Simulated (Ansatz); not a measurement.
**La on Ni(111): change of the work function**

Aim: the work function of Ni(111) at several coverages of La (fcc site), and the dipole that each adsorbate carries.

Calculated with Ansatz 0.2.0; plane-wave DFT, PBE, Ansatz PAW.

### Step 1. Set-up

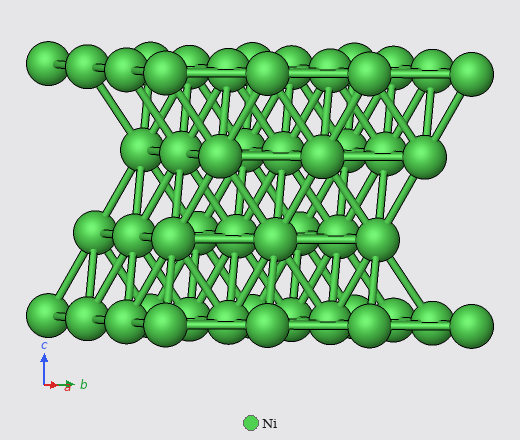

Start, viewed from the side, with the c axis up; nickel green. 3×3×1 cells are drawn. Some periodic images of atoms are drawn too.

The cell holds 4 atoms: 4 Ni. Cell: a = 2.489 Å, b = 2.489 Å, c = 24.097 Å, α = 90.0°, β = 90.0°, γ = 60.0°. Vacuum lies along c.

### Step 2. The clean slab

The bare slab comes first, as the zero from which every change is counted. The two lowest layers are held at bulk places and the upper ones relax. The dipole correction removes the false field that a one-sided slab makes across the periodic vacuum, so each face gets a flat vacuum level of its own.

input.yaml

```yaml
crystal:
  lattice:
    - [2.4890158698, 0.0, 0.0]
    - [1.2445079349, 2.1555509736, 0.0]
    - [0.0, 0.0, 24.0968188426]
  atoms:
    - { symbol: Ni, position: [0.0, 0.0, 0.3734932839], spin: 0.7 }
    - { symbol: Ni, position: [0.3333333333, 0.3333333333, 0.4578310946], spin: 0.7 }
    - { symbol: Ni, position: [0.6666666667, 0.6666666667, 0.5421689054], spin: 0.7 }
    - { symbol: Ni, position: [0.0, 0.0, 0.6265067161], spin: 0.7 }
magnetization:
  spin_polarized: true
kpoints:
  mp_grid: { grid: [12, 12, 1] }
hamiltonian:
  xc: pbe
scf:
  occupations: { method: fermi_dirac, width: 0.1 }
  convergence: { dr2_threshold: 1.0e-08 }
efield:
  axis: 3
  dipole_correction: true
  ramp_position: 0.97
  ramp_width: 0.06
relax:
  f_tol: 0.02
  max_steps: 60
  constraints: [{ sites: [0, 1] }]
output:
  write_potential: true
  write_density: true
  volumetric_format: npy
```

Command:

```console
> ansatz run input.yaml --threads 4 --pin off --max-ram 16384MiB --backend cpu --events-out ev --progress --plain --runs-dir out
```

Numbers of over 12 decimals in the logs are rounded to 6 here.

The log of the run:

```text
Engine: ansatz 0.2.0, aarch64-unknown-linux-gnu
Pseudopotentials: kind: paw
Pseudopotential: Ni, paw, valence charge 18, recommended cutoff 420 eV (normal), Ni.paw.azcp
Functional definition: PBE
  parameter kappa = 0.804
  parameter beta = 0.066725
  exchange = pbe_x(kappa = kappa, mu = beta*pi^2/3)
  correlation = pbe_c(beta = beta)
Crystal: 4 atoms, lattice volume = 129.284 Å³
Basis set: ecut = 420 eV, 2439 PW (Γ), exchange–correlation on 36×36×324 points (8 copies of the dense FFT grid, shifted against one another)
Bands: 45, of which v1, the nominal top of the filled ones, is band 36 counted from 1 (35 counted from 0)
Symmetry: 6 space group operations
k-points: 19 of 144 (time reversal used)
Non-local potential: Ni, projectors of the file, l = 0: 3, l = 1: 2, l = 2: 3, l = 3: 1
PAW form: soft (Blöchl's): semilocal exchange-correlation on the pseudo side does not see the compensation charge
PAW one-centre angular grid: Ni, 590 points (default); XC on 64 Gauss nodes
Initial density: superposition of atomic densities (neutral atoms: chi_scale 0, normalization atom)
Starting moments: Σ|m| = 2.8 μB on 4 of 4 sites
Initial wavefunctions: pseudopotential atomic-orbital guess
Functional: x = pbe(κ = 0.804, μ = 0.219515), c = pbe(β = 0.066725)
SCF iter   1: F=—  HF=-23353.905145 eV  |F-HF|=—  |Δ(HF+E_count)|=         —  Δρ=2.86e-2 (↑1.12e-2 ↓2.86e-2)  dr2=2.62e0  dr2_m=2.76e-1  M=2.997 μB ∫|m|=3.146 μB  β_m=1.00  ethr=3.10e-3  p=0.000 e·Å  D=3.58e-13 V/Å  ΔV_dip=-0.00 eV  dr2_dipole=4.80e-7  V_vac-E_F(+/−)=7.25/7.25 eV  ⟨swp⟩=10.9  Hψ=8806  notcnv=0  defer=16
Mixer restart at iter 1: flushing history
efield: sawtooth ramp at fractional position 0.9700 (set: `efield.ramp_position`, or a place that a band, a saddle search or an elastic batch's reference lends), width 0.0600; the density the first Hamiltonian is built on has a dipole p = 0.000 e·Å; the dipole correction subtracts the counter field D = 3.58e-13 V/Å, which shifts the + side's vacuum level by -0.00 eV against the − side's; the planar-averaged density in the ramp window peaks in size at 7.6e-6 e/Å³
preconditioner: auto → LDOS  [metal: Δε(μ)=0.005 eV  Ē_g=7.174 eV  σ=0.100 eV  W_gap=0.01  n_scr=18 (ndim 8)  ℏωp=20.7 eV  f_vac=0.604  D(μ)=7.90/eV (n_scr^D=102)]
spin=Collinear: LDOS preconditioning applied to the charge; magnetization (m = ρ↑ − ρ↓) channel mixes plain (no charge-response kernel on spin).
SCF iter   2: F=—  HF=-23354.537091 eV  |F-HF|=—  |Δ(HF+E_count)|=   6.32e-1  Δρ=1.21e-2 (↑1.21e-2 ↓9.37e-3)  dr2=4.70e-1  dr2_m=6.08e-3  M=2.950 μB ∫|m|=3.239 μB  β_m=0.32  ethr=3.10e-3  p=-0.000 e·Å  D=-1.18e-5 V/Å  ΔV_dip=0.00 eV  dr2_dipole=1.68e-7  V_vac-E_F(+/−)=6.45/6.45 eV  ⟨swp⟩=2.3  Hψ=2954  notcnv=0  defer=39
density mixer auto → msr1: a metal under ldos (density of states about μ 3.85 of a free-electron gas's, 18 screened modes)
SCF iter   3: F=—  HF=-23355.900691 eV  |F-HF|=—  |Δ(HF+E_count)|=    1.36e0  Δρ=6.31e-3 (↑6.31e-3 ↓4.98e-3)  dr2=1.22e-1  dr2_m=5.55e-3  M=2.942 μB ∫|m|=3.263 μB  β_m=0.52  ethr=6.53e-4  p=-0.000 e·Å  D=-2.13e-7 V/Å  ΔV_dip=0.00 eV  dr2_dipole=6.03e-9  V_vac-E_F(+/−)=6.01/6.01 eV  ⟨swp⟩=3.0  Hψ=2841  notcnv=0  defer=40
SCF iter   4: F=—  HF=-23357.393574 eV  |F-HF|=—  |Δ(HF+E_count)|=         —  Δρ=6.98e-3 (↑4.12e-3 ↓6.98e-3)  dr2=1.03e-1  dr2_m=3.75e-3  M=2.826 μB ∫|m|=3.215 μB  β_m=0.52  ethr=1.70e-4  p=-0.000 e·Å  D=-2.46e-6 V/Å  ΔV_dip=0.00 eV  dr2_dipole=3.15e-9  V_vac-E_F(+/−)=5.44/5.44 eV  ⟨swp⟩=3.7  Hψ=3872  notcnv=0  defer=38
SCF iter   5: F=—  HF=-23357.642354 eV  |F-HF|=—  |Δ(HF+E_count)|=   2.49e-1  Δρ=4.88e-3 (↑1.50e-3 ↓4.88e-3)  dr2=3.19e-2  dr2_m=5.57e-3  M=2.736 μB ∫|m|=3.135 μB  β_m=0.76  ethr=1.43e-4  p=0.000 e·Å  D=1.02e-6 V/Å  ΔV_dip=-0.00 eV  dr2_dipole=4.32e-9  V_vac-E_F(+/−)=5.26/5.26 eV  ⟨swp⟩=2.4  Hψ=2763  notcnv=0  defer=40
SCF iter   6: F=—  HF=-23357.693928 eV  |F-HF|=—  |Δ(HF+E_count)|=   5.16e-2  Δρ=2.88e-3 (↑1.47e-3 ↓2.88e-3)  dr2=1.26e-2  dr2_m=1.52e-3  M=2.669 μB ∫|m|=3.070 μB  β_m=0.86  ethr=4.44e-5  p=-0.000 e·Å  D=-5.89e-6 V/Å  ΔV_dip=0.00 eV  dr2_dipole=2.14e-8  V_vac-E_F(+/−)=5.15/5.15 eV  ⟨swp⟩=2.2  Hψ=2708  notcnv=0  defer=40
SCF iter   7: F=—  HF=-23357.694448 eV  |F-HF|=—  |Δ(HF+E_count)|=   5.20e-4  Δρ=2.31e-3 (↑1.35e-3 ↓2.31e-3)  dr2=9.68e-3  dr2_m=5.46e-4  M=2.662 μB ∫|m|=3.065 μB  β_m=0.72  ethr=1.75e-5  p=0.000 e·Å  D=1.37e-5 V/Å  ΔV_dip=-0.00 eV  dr2_dipole=5.06e-8  V_vac-E_F(+/−)=5.06/5.06 eV  ⟨swp⟩=2.7  Hψ=3609  notcnv=0  defer=46
SCF iter   8: F=—  HF=-23357.693229 eV  |F-HF|=—  |Δ(HF+E_count)|=   1.22e-3  Δρ=4.06e-4 (↑1.85e-4 ↓4.06e-4)  dr2=3.64e-4  dr2_m=1.71e-5  M=2.660 μB ∫|m|=3.064 μB  β_m=0.68  ethr=1.34e-5  p=-0.000 e·Å  D=-3.62e-6 V/Å  ΔV_dip=0.00 eV  dr2_dipole=1.02e-8  V_vac-E_F(+/−)=5.09/5.09 eV  ⟨swp⟩=2.0  Hψ=2577  notcnv=0  defer=48
SCF iter   9: F=—  HF=-23357.693190 eV  |F-HF|=—  |Δ(HF+E_count)|=   3.90e-5  Δρ=1.79e-4 (↑7.00e-5 ↓1.79e-4)  dr2=3.02e-5  dr2_m=1.70e-5  M=2.661 μB ∫|m|=3.067 μB  β_m=0.69  ethr=5.05e-7  p=0.000 e·Å  D=3.89e-6 V/Å  ΔV_dip=-0.00 eV  dr2_dipole=1.53e-8  V_vac-E_F(+/−)=5.09/5.09 eV  ⟨swp⟩=3.2  Hψ=3585  notcnv=0  defer=48
SCF iter  10: F=—  HF=-23357.693186 eV  |F-HF|=—  |Δ(HF+E_count)|=   3.73e-6  Δρ=5.06e-5 (↑4.29e-5 ↓5.06e-5)  dr2=1.84e-6  dr2_m=2.32e-6  M=2.661 μB ∫|m|=3.067 μB  β_m=0.80  ethr=4.19e-8  p=-0.000 e·Å  D=-3.67e-6 V/Å  ΔV_dip=0.00 eV  dr2_dipole=5.53e-9  V_vac-E_F(+/−)=5.08/5.08 eV  ⟨swp⟩=2.1  Hψ=2621  notcnv=0  defer=48
SCF iter  11: F=—  HF=-23357.693187 eV  |F-HF|=—  |Δ(HF+E_count)|=   9.70e-7  Δρ=2.05e-5 (↑1.28e-5 ↓2.05e-5)  dr2=6.07e-7  dr2_m=1.91e-7  M=2.661 μB ∫|m|=3.067 μB  β_m=0.87  ethr=2.55e-9  p=0.000 e·Å  D=7.88e-6 V/Å  ΔV_dip=-0.00 eV  dr2_dipole=2.87e-8  V_vac-E_F(+/−)=5.08/5.08 eV  ⟨swp⟩=2.1  Hψ=2535  notcnv=0  defer=48
SCF iter  12: F=—  HF=-23357.693187 eV  |F-HF|=—  |Δ(HF+E_count)|=   2.51e-7  Δρ=1.80e-5 (↑1.51e-5 ↓1.80e-5)  dr2=9.33e-7  dr2_m=1.72e-8  M=2.661 μB ∫|m|=3.067 μB  β_m=0.65  ethr=8.43e-10  p=-0.000 e·Å  D=-1.24e-5 V/Å  ΔV_dip=0.00 eV  dr2_dipole=7.47e-8  V_vac-E_F(+/−)=5.08/5.08 eV  ⟨swp⟩=2.5  Hψ=3401  notcnv=0  defer=48
SCF iter  13: F=—  HF=-23357.693187 eV  |F-HF|=—  |Δ(HF+E_count)|=   2.13e-7  Δρ=3.08e-6 (↑2.15e-6 ↓3.08e-6)  dr2=3.91e-8  dr2_m=2.54e-9  M=2.661 μB ∫|m|=3.067 μB  β_m=0.82  ethr=8.43e-10  p=-0.000 e·Å  D=-2.09e-6 V/Å  ΔV_dip=0.00 eV  dr2_dipole=9.96e-9  V_vac-E_F(+/−)=5.08/5.08 eV  ⟨swp⟩=2.1  Hψ=2507  notcnv=0  defer=48
[...]
density mixer auto → msr1: a metal under ldos (density of states about μ 3.54 of a free-electron gas's, 18 screened modes)
SCF iter   3: F=—  HF=-23357.695252 eV  |F-HF|=—  |Δ(HF+E_count)|=   3.47e-6  Δρ=3.61e-4 (↑3.61e-4 ↓2.26e-4)  dr2=1.98e-4  dr2_m=3.76e-5  M=2.664 μB ∫|m|=3.069 μB  β_m=0.44  ethr=1.15e-6  p=0.001 e·Å  D=1.05e-3 V/Å  ΔV_dip=-0.03 eV  dr2_dipole=3.96e-5  V_vac-E_F(+/−)=5.05/5.08 eV  ⟨swp⟩=1.8  Hψ=2163  notcnv=0  defer=48
SCF iter   4: F=—  HF=-23357.695307 eV  |F-HF|=—  |Δ(HF+E_count)|=   5.46e-5  Δρ=1.71e-4 (↑1.71e-4 ↓1.57e-4)  dr2=3.30e-5  dr2_m=2.06e-5  M=2.663 μB ∫|m|=3.067 μB  β_m=0.46  ethr=2.74e-7  p=0.001 e·Å  D=8.26e-4 V/Å  ΔV_dip=-0.02 eV  dr2_dipole=2.43e-8  V_vac-E_F(+/−)=5.06/5.08 eV  ⟨swp⟩=1.5  Hψ=1921  notcnv=0  defer=48
SCF iter   5: F=—  HF=-23357.695322 eV  |F-HF|=—  |Δ(HF+E_count)|=   1.50e-5  Δρ=7.39e-5 (↑5.22e-5 ↓7.39e-5)  dr2=5.11e-6  dr2_m=4.02e-6  M=2.662 μB ∫|m|=3.067 μB  β_m=0.61  ethr=4.58e-8  p=0.000 e·Å  D=6.00e-4 V/Å  ΔV_dip=-0.01 eV  dr2_dipole=8.35e-7  V_vac-E_F(+/−)=5.07/5.08 eV  ⟨swp⟩=2.1  Hψ=2952  notcnv=0  defer=48
SCF iter   6: F=—  HF=-23357.695328 eV  |F-HF|=—  |Δ(HF+E_count)|=   6.07e-6  Δρ=4.54e-5 (↑4.33e-5 ↓4.54e-5)  dr2=5.56e-6  dr2_m=7.72e-7  M=2.661 μB ∫|m|=3.066 μB  β_m=0.57  ethr=7.10e-9  p=0.000 e·Å  D=4.49e-4 V/Å  ΔV_dip=-0.01 eV  dr2_dipole=1.56e-7  V_vac-E_F(+/−)=5.07/5.08 eV  ⟨swp⟩=3.1  Hψ=3518  notcnv=0  defer=48
SCF iter   7: F=—  HF=-23357.695328 eV  |F-HF|=—  |Δ(HF+E_count)|=   4.70e-7  Δρ=2.52e-5 (↑2.52e-5 ↓1.49e-5)  dr2=2.59e-6  dr2_m=2.45e-7  M=2.661 μB ∫|m|=3.065 μB  β_m=0.52  ethr=7.10e-9  p=0.000 e·Å  D=3.65e-4 V/Å  ΔV_dip=-0.01 eV  dr2_dipole=9.20e-7  V_vac-E_F(+/−)=5.07/5.08 eV  ⟨swp⟩=2.1  Hψ=2796  notcnv=0  defer=48
SCF iter   8: F=—  HF=-23357.695328 eV  |F-HF|=—  |Δ(HF+E_count)|=   1.08e-7  Δρ=1.02e-5 (↑9.82e-6 ↓1.02e-5)  dr2=4.18e-8  dr2_m=1.01e-7  M=2.661 μB ∫|m|=3.065 μB  β_m=0.69  ethr=3.59e-9  p=0.000 e·Å  D=3.80e-4 V/Å  ΔV_dip=-0.01 eV  dr2_dipole=2.27e-9  V_vac-E_F(+/−)=5.07/5.08 eV  ⟨swp⟩=2.4  Hψ=2355  notcnv=0  defer=48
SCF iter   9: F=—  HF=-23357.695329 eV  |F-HF|=—  |Δ(HF+E_count)|=   1.88e-7  Δρ=4.90e-6 (↑4.07e-6 ↓4.90e-6)  dr2=1.37e-7  dr2_m=1.16e-8  M=2.660 μB ∫|m|=3.065 μB  β_m=0.62  ethr=5.81e-11  p=0.000 e·Å  D=3.76e-4 V/Å  ΔV_dip=-0.01 eV  dr2_dipole=2.33e-9  V_vac-E_F(+/−)=5.07/5.08 eV  ⟨swp⟩=3.1  Hψ=3695  notcnv=0  defer=48
SCF iter  10: F=—  HF=-23357.695329 eV  |F-HF|=—  |Δ(HF+E_count)|=   1.76e-9  Δρ=2.50e-6 (↑2.50e-6 ↓2.27e-6)  dr2=2.53e-8  dr2_m=3.14e-9  M=2.660 μB ∫|m|=3.065 μB  β_m=0.56  ethr=5.81e-11  p=0.000 e·Å  D=3.70e-4 V/Å  ΔV_dip=-0.01 eV  dr2_dipole=7.75e-9  V_vac-E_F(+/−)=5.07/5.08 eV  ⟨swp⟩=2.3  Hψ=3262  notcnv=0  defer=48
SCF iter  11: F=—  HF=-23357.695329 eV  |F-HF|=—  |Δ(HF+E_count)|=   3.96e-9  Δρ=1.37e-6 (↑1.37e-6 ↓1.25e-6)  dr2=3.07e-9  dr2_m=1.07e-9  M=2.660 μB ∫|m|=3.065 μB  β_m=0.56  ethr=3.52e-11  p=0.000 e·Å  D=3.74e-4 V/Å  ΔV_dip=-0.01 eV  dr2_dipole=4.12e-10  V_vac-E_F(+/−)=5.07/5.08 eV  ⟨swp⟩=2.0  Hψ=2494  notcnv=0  defer=48
SCF iter  12: F=—  HF=-23357.695329 eV  |F-HF|=—  |Δ(HF+E_count)|=  3.27e-11  Δρ=9.58e-7 (↑9.58e-7 ↓4.74e-7)  dr2=1.33e-9  dr2_m=5.63e-10  M=2.660 μB ∫|m|=3.065 μB  β_m=0.78  ethr=4.27e-12  p=0.000 e·Å  D=3.75e-4 V/Å  ΔV_dip=-0.01 eV  dr2_dipole=6.93e-11  V_vac-E_F(+/−)=5.07/5.08 eV  ⟨swp⟩=2.1  Hψ=2475  notcnv=0  defer=48
SCF iter  13: F=—  HF=-23357.695329 eV  |F-HF|=—  |Δ(HF+E_count)|=   1.54e-9  Δρ=2.68e-6 (↑4.01e-7 ↓2.68e-6)  dr2=1.69e-8  dr2_m=1.71e-9  M=2.660 μB ∫|m|=3.065 μB  β_m=0.89  ethr=1.84e-12  p=0.000 e·Å  D=3.77e-4 V/Å  ΔV_dip=-0.01 eV  dr2_dipole=1.12e-11  V_vac-E_F(+/−)=5.07/5.08 eV  ⟨swp⟩=2.0  Hψ=2430  notcnv=0  defer=48
SCF iter  14: F=-23357.695329 eV  HF=-23357.695329 eV  |F-HF|=3.15e-9  |Δ(HF+E_count)|=  7.89e-10  Δρ=9.53e-7 (↑4.16e-7 ↓9.53e-7)  dr2=3.21e-9  dr2_m=1.09e-10  M=2.660 μB ∫|m|=3.065 μB  ethr=1.84e-12  p=0.000 e·Å  D=3.78e-4 V/Å  ΔV_dip=-0.01 eV  dr2_dipole=6.19e-10  V_vac-E_F(+/−)=5.07/5.08 eV  ⟨swp⟩=6.3  Hψ=10600  notcnv=0
SCF 3 converged in 14 iterations: F = -23357.695329 eV  dr2 = 3.21e-9
relax step   3: F+E_penalty+E_count = -23357.69532856 eV  Δ(F+E_penalty+E_count) = -7.170e-4 eV  max|allowed force component| = 2.492e-3 eV/Å  Δτ_max = 0.0193 Å  (14 SCF iters, accepted)
NSCF: frozen V_eff on 19 k-points
the band table was solved once a step of the walk had ended and its energy, with any forces and stress, was formed, with the checks that follow a solve (9208 applications of the Hamiltonian). They found nothing against the state; the energy, forces and stress were not computed again (output.eigenvalues in the input reference)
WARN: The output density's exchange-correlation potential varies sharply where the density is thin. Do not read a vacuum level from v_tot or v_xc, or from such a field of the output density. On a cell that repeats whose density bears no net charge and no dipole along the vacuum's axis use v_es (v_loc + v_h of the components); under efield.dipole_correction with no amplitude use v_es + v_field, which holds any externa [...]
SCF converged after 14 iterations
Magnetization: 2.6604 μB (37.3302 up, 34.6698 down)
Absolute magnetization: 3.0681 μB (∫|ρ↑−ρ↓|, with the PAW one-centre terms)
Spin contamination: 0.0397 ħ² per cell (⟨S²⟩ above its minimum at these occupations)
Per-site moments (μB) at R_I (Å): [(0.697093, 1.026719), (0.715500, 1.024444), (0.716982, 1.017614), (0.700574, 1.017614)]
Free energy (F): -23357.695329 eV
Harris-Foulkes:  -23357.695329 eV  (|F-HF|=3.15e-9)
Internal energy: -23357.459514 eV  (E = F + TS)
E sigma→0 (E₀):  -23357.577421 eV
Entropy (-TS):   -0.235815 eV (-58.954 meV/atom)
Fermi energy:    2.806611 eV
Dipole field:    D = 0.000420 V/Å  (p = 0.000300 e·Å, saw-weighted, corrected)
Work function:   Φ+ = 5.0720 eV   Φ− = 5.0821 eV
Levels:          The Fermi level and band energies are counted from a zero that moves with the ramp; work functions are not
--- Per-component energies (eV) ---
  E_band       = -2233.047890
  E_kinetic    = 1126.070206
  E_local      = -172553.846970  (includes V_loc(G=0)·N_el)
  E_nonlocal   = 2547.333296
  E_hartree    = 84594.354199
  E_xc         = -336.334423
  E_vxc        = -433.429848  (∫ρ·V_xc dr)
  E_paw        = -6522.740071  (= ΣΔE_a)
  E_vpaw       = -2107.890488  (= ΣTr[D̂ρ^β])
  E_aug_tail   = 0.002094  (compensation charges beyond the density's cutoff)
  E_efield     = 0.000000  (sawtooth field / dipole correction)
  E_vefield    = 0.000307  (∫n·V_field dr)
  E_ewald      = 67787.702154
  E_smearing   = -0.235815  (= −TS)
  E_closure    = -0.000000  (closes the sum)
  Σ components = -23357.695329   (vs F -23357.695329, Δ=0.00e0)
--- Forces (eV/Å), atoms counted from 1 ---
  atom   1  Ni    -0.00000000    -0.00000000     0.14360102
  atom   2  Ni    -0.00000000     0.00000000    -0.14452175
  atom   3  Ni     0.00000000    -0.00000000    -0.00158484
  atom   4  Ni     0.00000000     0.00000000     0.00249224
  max |Σ_I F_I| component: 1.33e-5 eV/Å
--- Band table (eV; the first three rows and the last of 38) ---
  k-point 0 ↑: bands = [... 32 lower, 1.4980, 1.6464, 1.6464, 2.0208, 2.0208, 2.1301, 2.1788, 2.1788, ... 5 higher]
  k-point 1 ↑: bands = [... 32 lower, 1.4402, 1.5080, 1.6627, 1.6938, 1.8504, 2.0182, 2.1827, 2.7997, ... 5 higher]
  k-point 2 ↑: bands = [... 32 lower, 1.2167, 1.3936, 1.5035, 1.6730, 2.0108, 2.1822, 2.1914, 3.6577, ... 5 higher]
  k-point 18 ↓: bands = [... 32 lower, 2.7441, 2.8850, 2.8850, 2.8927, 7.8453, 8.0826, 8.0958, 8.8517, ... 5 higher]
--- Relaxed structure (3 steps of the walk, 3 accepted, 0 SCFs on fresh bases) ---
  F+E_penalty+E_count = -23357.69532856 eV   max|allowed force component| = 2.492e-3 eV/Å
  atoms:
    - { symbol: Ni, position: [0.0, 0.0, 0.373493] }
    - { symbol: Ni, position: [0.333333, 0.333333, 0.4578310946] }
    - { symbol: Ni, position: [0.666667, 0.666667, 0.541888] }
    - { symbol: Ni, position: [0, 0.0, 0.625102] }
```

It took 30 s on 4 threads of Arm Neoverse V1, shared host; peak memory 0.53 GiB.

Relaxation path:

| step | energy less that of the first step (eV) | largest force component (eV/Å) |
| --- | --- | --- |
| 1 | 0.0000 | 0.1468 |
| 2 | -0.0014 | 0.0868 |
| 3 | -0.0021 | 0.0025 |

The run keeps the 6 symmetry operations that it works with, so distortions that break them were not tested.

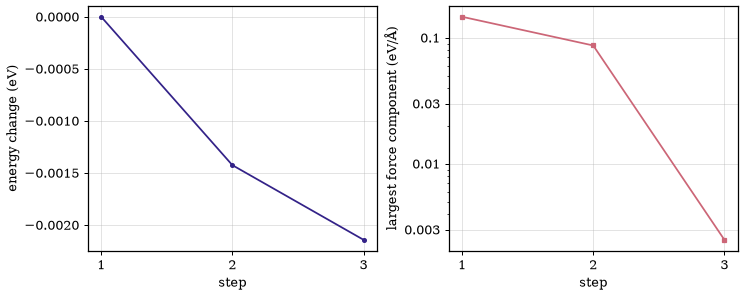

Energy and largest force along the relaxation.

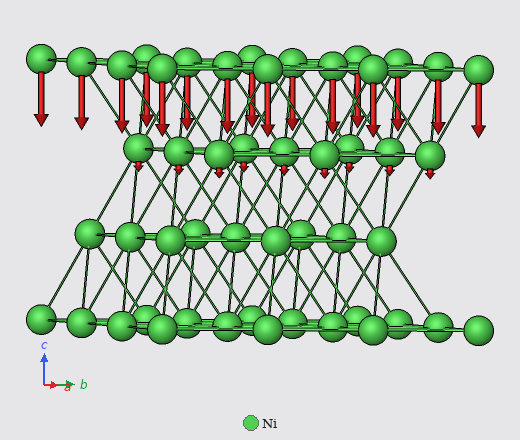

Displacements in the relaxation, exaggerated; the longest in the cell stands for 0.03 Å. 3×3×1 cells are drawn. Some periodic images of atoms are drawn too.

The atoms that moved most (Å):

| atom | dx | dy | dz | length |
| --- | --- | --- | --- | --- |
| Ni4 | 0.000 | 0.000 | -0.034 | 0.034 |
| Ni3 | 0.000 | 0.000 | -0.007 | 0.007 |

Final coordinates:

```xyz
4
Lattice="2.4890 0.0000 0.0000 1.2445 2.1556 0.0000 0.0000 0.0000 24.0968" Properties=species:S:1:pos:R:3
Ni    0.0000    0.0000    9.0000
Ni    1.2445    0.7185   11.0323
Ni    2.4890    1.4370   13.0578
Ni    0.0000    0.0000   15.0630
```

Numbers from this step:

| Item | Value |
| --- | --- |
| energy at zero smearing | -23357.5774 eV |
| total moment | 2.660 μB |
| site moments | 0.6971, 0.7155, 0.7170, 0.7006 μB |
| work function, upper face | 5.072 eV |
| dipole along the normal | 3.00e-4 e·Å |

Running mean over 2.032 Å of the planar mean; the ramp of the sawtooth is left out. Table of electron's electrostatic potential energy less the Fermi level by z:

| z (Å) | electron's electrostatic potential energy less the Fermi level (eV) |
| --- | --- |
| 3 | 5.08 |
| 4 | 5.08 |
| 5 | 5.08 |
| 6 | 5.03 |
| 7 | 4.40 |
| 8 | -3.19 |
| 9 | -10.0 |
| 10 | -10.3 |
| 11 | -10.4 |
| 12 | -10.5 |
| 13 | -10.4 |
| 14 | -10.6 |
| 15 | -10.2 |
| 16 | -3.97 |
| 17 | 4.26 |
| 18 | 5.01 |
| 19 | 5.07 |
| 20 | 5.07 |
| 21 | 5.07 |

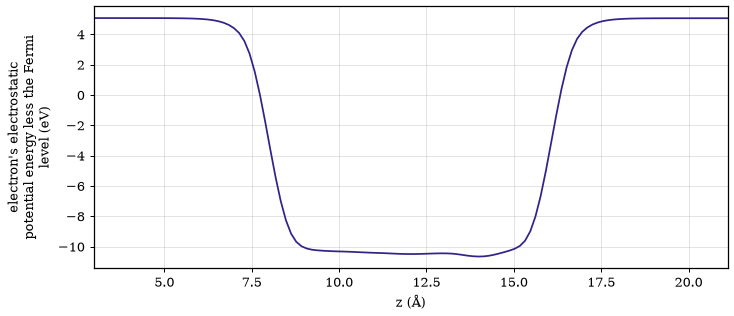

Electron's electrostatic potential energy less the Fermi level, plotted against z.

[end of part 1 of 4]

[Logs are printed without paths, hosts, clocks, repeated set-up lines and the standing remarks that a program may print on its own settings, such as how far it seeks lower states.]

[Hosts, paths, dates, database ids (printed as entryN), source tags and the programs' standing remarks are cut or masked in the printed files.]

[Maps of the electrostatic potential energy from Ansatz leave out the sawtooth potential of an applied field or a dipole correction, so their vacuum need not be flat; planar profiles and work functions include it.]
